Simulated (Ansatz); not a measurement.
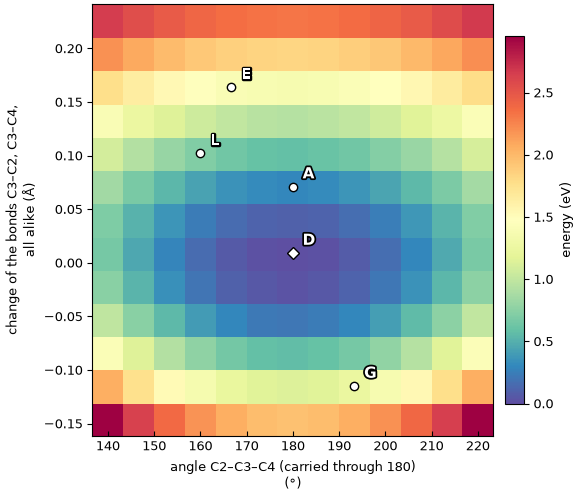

C₃H₅B, SMILES BC#CC. Coordinates scanned: (1) angle C2–C3–C4 (carried through 180); (2) change of the bonds C3–C2, C3–C4, all alike. Nothing is relaxed (all other coordinates rigid). The scan uses a 13 × 13 grid. Points are written as (first, second). All energies are given in eV relative to the lowest grid point. Theory: Ansatz 0.2.0, RKS PBE0-D4/def2-TZVP.

Drawn: one coloured cell a grid point, lettered points.

Question: What kind of point is each of A, D, E, G, L: minimum, saddle, maximum or slope?

Answer: A: on a slope; D: minimum; E: on a slope; G: on a slope; L: on a slope. (In these two coordinates alone; a stationary point may lie a little off the grid point.)

Question: Rank the lettered points by energy, lowest first.

Answer: D (0.00 eV), A (0.30 eV), L (0.71 eV), G (1.24 eV), E (1.40 eV).
